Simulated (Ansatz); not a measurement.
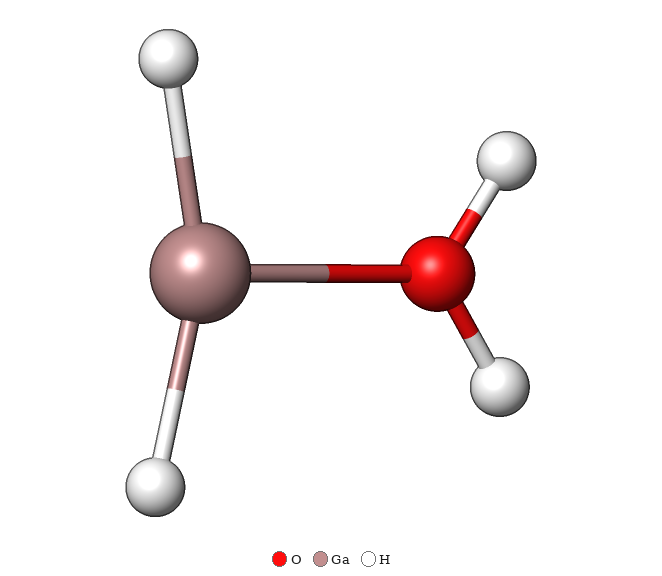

The picture shows the input geometry.

Ansatz 0.2.0 input:

```yaml
crystal:
  periodic: [false, false, false]
  atoms:
    - {symbol: O, position_ang: [0.001615, -0.916120, 0.127570]}
    - {symbol: Ga, position_ang: [-0.001849, 1.069490, -0.148878]}
    - {symbol: H, position_ang: [0.002512, -1.360229, 0.986446]}
    - {symbol: H, position_ang: [0.002648, -1.577826, -0.577443]}
    - {symbol: H, position_ang: [-0.002473, 1.185942, -1.675652]}
    - {symbol: H, position_ang: [-0.002453, 1.598733, 1.287957]}
basis:
  gaussian: {orbitals: def2-TZVPP}
total_charge: 1
hamiltonian: {xc: {name: wB97M-V}}
```

It was started with:

```sh
ansatz run in.yaml --threads 2 --pin off --events-out ev --progress --plain --max-ram 4352MiB
```

Result:

```
Functional definition: wB97M-V
  name "wB97M-V"
  cite "Mardirossian & Head-Gordon, J. Chem. Phys. 144, 214110 (2016) doi:10.1063/1.4952647"
  cite "Becke, J. Chem. Phys. 107, 8554 (1997) doi:10.1063/1.475007"
  cite "Vydrov & Van Voorhis, J. Chem. Phys. 133, 244103 (2010) doi:10.1063/1.3521275"
  # Of w^i u^j: cxij and so on, Table III.
  parameter omega = 0.3/bohr
  parameter cx = 0.15
  parameter cx01 = 1.007
  parameter cx10 = 0.259
  parameter css00 = 0.443
  parameter css04 = -1.437
  parameter css10 = -4.535
  parameter css20 = -3.390
  parameter css43 = 4.278
  parameter cos00 = 1.000
  parameter cos10 = 1.358
  parameter cos20 = 2.924
  parameter cos21 = -8.812
  parameter cos60 = -1.390
  parameter cos61 = 9.142
  parameter b = 6.0
  parameter c = 0.01
  gx(w, u) = 1 - cx + cx01*u + cx10*w
  gss(w, u) = css00 + css04*u^4 + css10*w + css20*w^2 + css43*w^4*u^3
  gos(w, u) = cos00 + cos10*w + (cos20 + cos21*u)*w^2 + (cos60 + cos61*u)*w^6
  exchange = spin_sum(e_x_unif_sr(omega)*gx(b97_w, b97_u_x)) + cx*exact_x_sr(omega) + exact_x_lr(omega)
  correlation = spin_sum(e_c_pw_mod_same_spin*gss(b97_w, b97_u_same))
      + integral(e_c_pw_mod_opposite_spin*gos(b97_w_opposite, b97_u_opposite)) + vv10(b, c)
790 factors; their error is unknown
193 factors; integrals over basis functions are off by at most 7.0e-6 eV
mean field evaluation 1: about -54470.3298 eV, gradient 8.2e1 eV
mean field evaluation 2: about -54466.6498 eV, gradient 9.2e1 eV
mean field evaluation 4: about -54480.3237 eV, gradient 1.5e0 eV
mean field evaluation 8: about -54480.4383 eV, gradient 2.8e-2 eV
mean field -54480.43828877 eV, -2002.1191789449 hartree, gradient 1.4e-5 eV, S^2 0.000000; 0 other end points of the search recorded, 0 dependent functions left out
reference -54480.43833219 eV, -2002.1191805404 hartree; 21, 21 occupied and 114, 114 virtual orbitals, 790 factors
Total energy: -54480.43833219 eV, -2002.1191805404 hartree
```
